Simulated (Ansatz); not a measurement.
Molecular dynamics of TaH$_{4}$ClO$_{3}$F$_{2}$ (part 5 of 5)

TaH$_{4}$ClO$_{3}$F$_{2}$; RKS PBE0-D4/def2-SVP (Ansatz 0.2.0). It belongs to a series of runs on one base structure; here: dynamics from the highest image of the converged band.

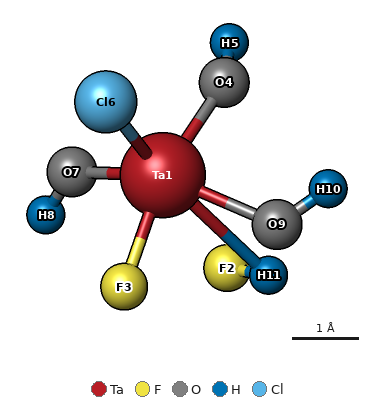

Fig. 1: The geometry at step 176 of the log (ball-and-stick view, seen at a tilt; atoms are numbered from 1 in the order of the input).

Trajectory as extended XYZ, continued
```
11
Properties=species:S:1:pos:R:3:forces:R:3 step=149 time_fs=74.5 energy=-25693.62563 temperature=55.7
Ta   -0.3331    0.4341   -0.2359   -0.0497  -0.1127  -0.1442
F     1.8449   -0.6656   -0.0183   -0.1031   0.3779  -0.1950
F     0.1579    0.7995    1.5664   -0.0873  -0.0683  -0.1806
O    -0.2773   -0.0646   -2.0798   -0.0298   0.0040   0.4572
H    -0.2072   -0.7509   -2.7478    0.0054   0.0730   0.0826
Cl   -2.2830    1.6504   -0.2641    0.1191   0.0309  -0.0481
O    -0.8863   -1.2806    0.3456   -0.0887   0.5206  -0.6034
H    -0.5978   -1.8503    1.0498    0.2047  -0.3800   0.4671
O     1.2147    1.6474   -0.5872    0.1838  -0.1745  -0.5443
H     1.3985    1.9459   -1.5005   -0.2216  -0.2452   0.5964
H     2.0621    0.2554   -0.2303    0.0675  -0.0258   0.1123
11
Properties=species:S:1:pos:R:3:forces:R:3 step=152 time_fs=76.0 energy=-25693.62547 temperature=55.5
Ta   -0.3332    0.4351   -0.2353   -0.0725  -0.2669  -0.2416
F     1.8471   -0.6687   -0.0195   -0.0379   0.6483  -0.2604
F     0.1545    0.8009    1.5634   -0.0578  -0.0469  -0.0762
O    -0.2745   -0.0671   -2.0799   -0.0826   0.5167   0.9550
H    -0.2217   -0.7464   -2.7391    0.0500  -0.4235  -0.3985
Cl   -2.2815    1.6492   -0.2634    0.0794   0.0544  -0.0526
O    -0.8868   -1.2820    0.3430    0.0781   0.2214  -0.2033
H    -0.5911   -1.8652    1.0464    0.0419  -0.0413   0.0561
O     1.2108    1.6457   -0.5888    0.2252  -0.2402  -0.2604
H     1.4110    1.9378   -1.4935   -0.1901  -0.1372   0.2907
H     2.0670    0.2575   -0.2376   -0.0337  -0.2848   0.1912
11
Properties=species:S:1:pos:R:3:forces:R:3 step=155 time_fs=77.5 energy=-25693.62052 temperature=51.4
Ta   -0.3333    0.4361   -0.2346   -0.0979  -0.3786  -0.3301
F     1.8493   -0.6712   -0.0210   -0.0232   0.6648  -0.2610
F     0.1510    0.8024    1.5602   -0.0235  -0.0268   0.0410
O    -0.2717   -0.0689   -2.0788   -0.0821   0.4971   0.9034
H    -0.2352   -0.7502   -2.7381    0.0425  -0.3952  -0.3632
Cl   -2.2799    1.6480   -0.2627    0.0360   0.0801  -0.0570
O    -0.8872   -1.2831    0.3401    0.2696  -0.1511   0.2463
H    -0.5836   -1.8808    1.0441   -0.1491   0.3505  -0.3959
O     1.2073    1.6437   -0.5907    0.1379  -0.4109   0.3759
H     1.4197    1.9270   -1.4809   -0.0542   0.0840  -0.3689
H     2.0713    0.2539   -0.2409   -0.0559  -0.3139   0.2095
11
Properties=species:S:1:pos:R:3:forces:R:3 step=158 time_fs=79.0 energy=-25693.61934 temperature=50.3
Ta   -0.3335    0.4370   -0.2341   -0.1304  -0.4459  -0.4149
F     1.8515   -0.6729   -0.0228   -0.0697   0.3947  -0.1874
F     0.1474    0.8037    1.5571    0.0139  -0.0102   0.1654
O    -0.2690   -0.0701   -2.0766   -0.0670  -0.0164   0.3470
H    -0.2478   -0.7616   -2.7441    0.0202   0.1163   0.1444
Cl   -2.2783    1.6469   -0.2620   -0.0101   0.1069  -0.0613
O    -0.8872   -1.2844    0.3375    0.2908  -0.1781   0.2781
H    -0.5789   -1.8896    1.0340   -0.1673   0.3817  -0.4199
O     1.2039    1.6411   -0.5921    0.0943  -0.4472   0.6565
H     1.4270    1.9178   -1.4756    0.0113   0.1790  -0.6638
H     2.0745    0.2439   -0.2398    0.0139  -0.0809   0.1558
11
Properties=species:S:1:pos:R:3:forces:R:3 step=161 time_fs=80.5 energy=-25693.61981 temperature=50.7
Ta   -0.3336    0.4379   -0.2335   -0.1676  -0.4936  -0.4942
F     1.8536   -0.6741   -0.0248   -0.1462  -0.0008  -0.0809
F     0.1439    0.8051    1.5542    0.0514   0.0040   0.2874
O    -0.2665   -0.0713   -2.0738   -0.0749  -0.3895  -0.0780
H    -0.2599   -0.7708   -2.7473    0.0207   0.4789   0.5031
Cl   -2.2767    1.6458   -0.2614   -0.0562   0.1335  -0.0661
O    -0.8869   -1.2858    0.3352    0.1209   0.1879  -0.1252
H    -0.5775   -1.8908    1.0157    0.0091   0.0133  -0.0023
O     1.2007    1.6379   -0.5927    0.2324  -0.2404   0.2164
H     1.4343    1.9120   -1.4834   -0.1099   0.0377  -0.2278
H     2.0781    0.2324   -0.2354    0.1203   0.2690   0.0675
11
Properties=species:S:1:pos:R:3:forces:R:3 step=164 time_fs=82.0 energy=-25693.61423 temperature=46.0
Ta   -0.3337    0.4387   -0.2330   -0.2004  -0.5520  -0.5548
F     1.8555   -0.6754   -0.0269   -0.1791  -0.1995  -0.0198
F     0.1404    0.8065    1.5517    0.0866   0.0188   0.3990
O    -0.2640   -0.0730   -2.0711   -0.0922  -0.2469   0.0017
H    -0.2715   -0.7706   -2.7405    0.0311   0.3235   0.3530
Cl   -2.2752    1.6448   -0.2608   -0.1004   0.1593  -0.0716
O    -0.8864   -1.2870    0.3328   -0.0676   0.5798  -0.5389
H    -0.5759   -1.8917    0.9973    0.2020  -0.3836   0.4263
O     1.1978    1.6344   -0.5930    0.4401   0.0183  -0.3947
H     1.4391    1.9069   -1.4958   -0.2801  -0.1522   0.3805
H     2.0841    0.2264   -0.2295    0.1599   0.4345   0.0192
11
Properties=species:S:1:pos:R:3:forces:R:3 step=167 time_fs=83.5 energy=-25693.61568 temperature=47.2
Ta   -0.3339    0.4394   -0.2326   -0.2204  -0.6300  -0.5811
F     1.8572   -0.6768   -0.0290   -0.1187  -0.0146  -0.0417
F     0.1371    0.8079    1.5495    0.1188   0.0357   0.4968
O    -0.2617   -0.0749   -2.0684   -0.0925   0.2770   0.4453
H    -0.2825   -0.7641   -2.7267    0.0263  -0.2105  -0.1654
Cl   -2.2737    1.6439   -0.2602   -0.1431   0.1849  -0.0778
O    -0.8859   -1.2875    0.3296   -0.0364   0.4986  -0.4400
H    -0.5704   -1.9001    0.9872    0.1665  -0.3131   0.3408
O     1.1955    1.6309   -0.5939    0.5422   0.1226  -0.5392
H     1.4381    1.8989   -1.5008   -0.3148  -0.1879   0.5144
H     2.0934    0.2292   -0.2230    0.0721   0.2372   0.0478
11
Properties=species:S:1:pos:R:3:forces:R:3 step=170 time_fs=85.0 energy=-25693.61683 temperature=48.1
Ta   -0.3341    0.4401   -0.2323   -0.2283  -0.7076  -0.5680
F     1.8588   -0.6782   -0.0311   -0.0081   0.3557  -0.0937
F     0.1338    0.8093    1.5480    0.1479   0.0521   0.5799
O    -0.2595   -0.0766   -2.0651   -0.0822   0.5877   0.6619
H    -0.2930   -0.7617   -2.7162    0.0131  -0.5292  -0.4724
Cl   -2.2723    1.6431   -0.2597   -0.1852   0.2105  -0.0842
O    -0.8855   -1.2873    0.3260    0.1756   0.0250   0.0505
H    -0.5615   -1.9146    0.9838   -0.0581   0.1396  -0.1344
O     1.1939    1.6275   -0.5954    0.4850   0.0426  -0.0941
H     1.4306    1.8870   -1.4957   -0.1778  -0.0425   0.0523
H     2.1042    0.2367   -0.2155   -0.0818  -0.1341   0.1022
11
Properties=species:S:1:pos:R:3:forces:R:3 step=173 time_fs=86.5 energy=-25693.61180 temperature=43.9
Ta   -0.3344    0.4407   -0.2320   -0.2327  -0.7533  -0.5245
F     1.8604   -0.6793   -0.0334    0.0659   0.5735  -0.1044
F     0.1308    0.8108    1.5471    0.1735   0.0630   0.6455
O    -0.2574   -0.0774   -2.0609   -0.1000   0.2607   0.2456
H    -0.3031   -0.7696   -2.7147    0.0296  -0.2133  -0.1682
Cl   -2.2710    1.6425   -0.2593   -0.2262   0.2354  -0.0904
O    -0.8849   -1.2871    0.3223    0.3117  -0.3049   0.3691
H    -0.5538   -1.9264    0.9779   -0.2075   0.4383  -0.4315
O     1.1930    1.6242   -0.5969    0.3696  -0.0777   0.5017
H     1.4194    1.8744   -1.4898   -0.0008   0.1378  -0.5574
H     2.1132    0.2416   -0.2058   -0.1831  -0.3597   0.1145
11
Properties=species:S:1:pos:R:3:forces:R:3 step=176 time_fs=88.0 energy=-25693.61310 temperature=45.0
Ta   -0.3346    0.4412   -0.2318   -0.2392  -0.7490  -0.4663
F     1.8620   -0.6797   -0.0358    0.0514   0.4633  -0.0506
F     0.1279    0.8124    1.5469    0.1942   0.0649   0.6878
O    -0.2554   -0.0780   -2.0564   -0.1426  -0.2862  -0.3812
H    -0.3126   -0.7818   -2.7166    0.0715   0.3159   0.3352
Cl   -2.2698    1.6419   -0.2589   -0.2634   0.2574  -0.0964
O    -0.8838   -1.2873    0.3192    0.2297  -0.1864   0.2330
H    -0.5502   -1.9295    0.9634   -0.1329   0.2821  -0.2673
O     1.1926    1.6208   -0.5979    0.3706  -0.0296   0.5256
H     1.4079    1.8644   -1.4948    0.0221   0.1426  -0.5839
H     2.1185    0.2393   -0.1938   -0.1614  -0.2750   0.0643
11
Properties=species:S:1:pos:R:3:forces:R:3 step=179 time_fs=89.5 energy=-25693.61558 temperature=47.0
Ta   -0.3349    0.4416   -0.2316   -0.2432  -0.7042  -0.3995
F     1.8637   -0.6796   -0.0382   -0.0417   0.0819   0.0424
F     0.1252    0.8141    1.5476    0.2086   0.0586   0.7006
O    -0.2536   -0.0789   -2.0525   -0.1623  -0.4523  -0.6281
H    -0.3205   -0.7878   -2.7118    0.0903   0.4601   0.4663
Cl   -2.2688    1.6416   -0.2585   -0.2942   0.2746  -0.1027
O    -0.8825   -1.2876    0.3163   -0.0068   0.2503  -0.2016
H    -0.5492   -1.9271    0.9436    0.1010  -0.1940   0.1977
O     1.1927    1.6174   -0.5983    0.4842   0.1813  -0.0735
H     1.3966    1.8572   -1.5114   -0.0999  -0.0254   0.0220
H     2.1206    0.2315   -0.1804   -0.0358   0.0691  -0.0235
11
Properties=species:S:1:pos:R:3:forces:R:3 step=182 time_fs=91.0 energy=-25693.61038 temperature=42.7
Ta   -0.3352    0.4419   -0.2315   -0.2340  -0.6490  -0.3146
F     1.8654   -0.6794   -0.0406   -0.1336  -0.2743   0.1193
F     0.1228    0.8158    1.5490    0.2156   0.0479   0.6822
O    -0.2521   -0.0804   -2.0493   -0.1296  -0.0877  -0.3587
H    -0.3266   -0.7848   -2.6979    0.0574   0.0768   0.0996
Cl   -2.2680    1.6414   -0.2582   -0.3180   0.2875  -0.1094
O    -0.8812   -1.2877    0.3131   -0.1443   0.4814  -0.4230
H    -0.5461   -1.9285    0.9278    0.2332  -0.4640   0.4469
O     1.1934    1.6143   -0.5987    0.5496   0.3472  -0.5918
H     1.3832    1.8495   -1.5276   -0.1804  -0.1596   0.5467
H     2.1218    0.2252   -0.1675    0.0840   0.3939  -0.0972
11
Properties=species:S:1:pos:R:3:forces:R:3 step=185 time_fs=92.5 energy=-25693.61144 temperature=43.5
Ta   -0.3356    0.4422   -0.2315   -0.2050  -0.6114  -0.1979
F     1.8669   -0.6796   -0.0429   -0.1269  -0.2612   0.1385
F     0.1207    0.8175    1.5512    0.2153   0.0362   0.6361
O    -0.2507   -0.0819   -2.0465   -0.0712   0.4343   0.0546
H    -0.3315   -0.7804   -2.6821    0.0007  -0.4544  -0.3967
Cl   -2.2674    1.6414   -0.2580   -0.3364   0.2975  -0.1159
O    -0.8800   -1.2871    0.3095   -0.0094   0.1526  -0.1195
H    -0.5386   -1.9389    0.9206    0.0849  -0.1725   0.1669
O     1.1949    1.6115   -0.5998    0.4928   0.3421  -0.5320
H     1.3662    1.8386   -1.5331   -0.1217  -0.1322   0.4846
H     2.1246    0.2268   -0.1567    0.0769   0.3691  -0.1187
11
Properties=species:S:1:pos:R:3:forces:R:3 step=188 time_fs=94.0 energy=-25693.61316 temperature=44.9
Ta   -0.3359    0.4423   -0.2314   -0.1606  -0.5944  -0.0484
F     1.8682   -0.6799   -0.0450   -0.0261   0.0989   0.1179
F     0.1187    0.8193    1.5541    0.2079   0.0229   0.5668
O    -0.2494   -0.0830   -2.0438   -0.0643   0.4588  -0.0026
H    -0.3363   -0.7849   -2.6739   -0.0025  -0.4786  -0.4180
Cl   -2.2670    1.6416   -0.2579   -0.3506   0.3054  -0.1217
O    -0.8788   -1.2864    0.3057    0.2133  -0.3605   0.3377
H    -0.5293   -1.9527    0.9168   -0.1560   0.3075  -0.2689
O     1.1970    1.6093   -0.6017    0.3595   0.2008   0.0454
H     1.3467    1.8251   -1.5290    0.0301   0.0241  -0.1021
H     2.1289    0.2357   -0.1483   -0.0508   0.0151  -0.1061
11
Properties=species:S:1:pos:R:3:forces:R:3 step=191 time_fs=95.5 energy=-25693.60813 temperature=40.7
Ta   -0.3363    0.4424   -0.2314   -0.1105  -0.5742   0.1137
F     1.8696   -0.6802   -0.0470    0.0676   0.4441   0.1035
F     0.1171    0.8212    1.5577    0.1940   0.0049   0.4768
O    -0.2482   -0.0834   -2.0411   -0.1253  -0.0568  -0.5445
H    -0.3410   -0.7988   -2.6740    0.0627   0.0411   0.0511
Cl   -2.2668    1.6419   -0.2578   -0.3593   0.3098  -0.1264
O    -0.8774   -1.2861    0.3023    0.2665  -0.5239   0.4721
H    -0.5231   -1.9605    0.9078   -0.2233   0.4448  -0.3818
O     1.1997    1.6073   -0.6034    0.2552   0.0824   0.5390
H     1.3278    1.8121   -1.5269    0.1450   0.1490  -0.6025
H     2.1321    0.2450   -0.1422   -0.1726  -0.3213  -0.1009
11
Properties=species:S:1:pos:R:3:forces:R:3 step=194 time_fs=97.0 energy=-25693.60818 temperature=40.7
Ta   -0.3367    0.4425   -0.2313   -0.0601  -0.5236   0.2614
F     1.8710   -0.6800   -0.0488    0.0754   0.4902   0.1171
F     0.1156    0.8230    1.5618    0.1744  -0.0199   0.3672
O    -0.2472   -0.0840   -2.0392   -0.1765  -0.4712  -0.9633
H    -0.3444   -0.8120   -2.6731    0.1169   0.4587   0.4173
Cl   -2.2668    1.6425   -0.2578   -0.3601   0.3086  -0.1305
O    -0.8756   -1.2865    0.2995    0.0877  -0.2010   0.1870
H    -0.5214   -1.9596    0.8913   -0.0498   0.1030  -0.0756
O     1.2027    1.6054   -0.6046    0.2322   0.1204   0.3272
H     1.3118    1.8019   -1.5367    0.1435   0.1060  -0.3890
H     2.1318    0.2479   -0.1384   -0.1835  -0.3712  -0.1188
11
Properties=species:S:1:pos:R:3:forces:R:3 step=197 time_fs=98.5 energy=-25693.60920 temperature=41.6
Ta   -0.3371    0.4424   -0.2312   -0.0085  -0.4383   0.3826
F     1.8725   -0.6792   -0.0505   -0.0094   0.2038   0.1547
F     0.1143    0.8248    1.5664    0.1505  -0.0501   0.2414
O    -0.2464   -0.0851   -2.0384   -0.1579  -0.3553  -0.8755
H    -0.3454   -0.8162   -2.6640    0.1000   0.3462   0.3098
Cl   -2.2670    1.6432   -0.2579   -0.3517   0.3009  -0.1341
O    -0.8737   -1.2871    0.2969   -0.1599   0.2729  -0.2119
H    -0.5205   -1.9566    0.8733    0.1975  -0.3856   0.3417
O     1.2060    1.6037   -0.6053    0.2177   0.2348  -0.3274
H     1.2988    1.7940   -1.5540    0.0947  -0.0265   0.2722
H     2.1277    0.2433   -0.1371   -0.0731  -0.1030  -0.1535
11
Properties=species:S:1:pos:R:3:forces:R:3 step=200 time_fs=100.0 energy=-25693.60546 temperature=38.4
Ta   -0.3375    0.4423   -0.2311    0.0471  -0.3442   0.4856
F     1.8739   -0.6782   -0.0521   -0.1235  -0.1963   0.1963
F     0.1132    0.8266    1.5712    0.1242  -0.0807   0.1066
O    -0.2459   -0.0866   -2.0389   -0.0800   0.1968  -0.3911
H    -0.3443   -0.8137   -2.6489    0.0245  -0.1960  -0.1613
Cl   -2.2675    1.6441   -0.2581   -0.3357   0.2881  -0.1373
O    -0.8720   -1.2874    0.2941   -0.1854   0.3044  -0.2286
H    -0.5158   -1.9612    0.8620    0.2192  -0.4305   0.3723
O     1.2096    1.6024   -0.6064    0.1463   0.2671  -0.6941
H     1.2880    1.7855   -1.5660    0.0897  -0.0868   0.6405
H     2.1222    0.2367   -0.1392    0.0737   0.2780  -0.1891
```

The run was set up as follows.

Input file
```yaml
crystal:
  periodic: [false, false, false]
  atoms:
    - { symbol: Ta, position_ang: [-0.331845, 0.402853, -0.223935] }
    - { symbol: F, position_ang: [1.772469, -0.493555, -0.106745] }
    - { symbol: F, position_ang: [0.109709, 0.797211, 1.576349] }
    - { symbol: O, position_ang: [-0.307217, -0.07393, -2.046849] }
    - { symbol: H, position_ang: [-0.106161, -0.608547, -2.815364] }
    - { symbol: Cl, position_ang: [-2.222117, 1.713159, -0.295848] }
    - { symbol: O, position_ang: [-0.881505, -1.307797, 0.344029] }
    - { symbol: H, position_ang: [-0.622838, -1.823763, 1.114483] }
    - { symbol: O, position_ang: [1.240203, 1.666077, -0.585737] }
    - { symbol: H, position_ang: [1.341118, 2.017507, -1.478357] }
    - { symbol: H, position_ang: [1.936885, 0.506785, -0.329326] }
basis:
  gaussian: { orbitals: def2-SVP }
hamiltonian:
  xc: pbe0
  dispersion: d4
md:
  timestep: 0.5
  n_steps: 200
  ensemble: nve
  temperature: 100.0
  initial_velocities: maxwell_boltzmann
  seed: 7887
```

Launched with:
```bash
ansatz run input.yaml --threads 4 --pin off --max-ram 5120MiB --backend cpu --events-out ev --progress --plain --runs-dir out
```

Key numbers

- outcome: finished
- mean temperature over the second half: 51 K
- trajectory: 200 steps, 100 fs
- ensemble: nve
- temperature in the input: 100.0 K
- time step: 0.5 fs
- potential energy (last step): −25693.6055 eV
- mean-field energy (last step): −25693.3920 eV
- largest force (length of the vector) (last step): 0.758 eV/Å
- hardware: 4 threads of Arm Neoverse V2, 24 GiB of memory available, shared host
- wall time: 9.6 min (CPU time 36 min)
- peak memory: 0.43 GiB

So short a trajectory is not equilibrated.
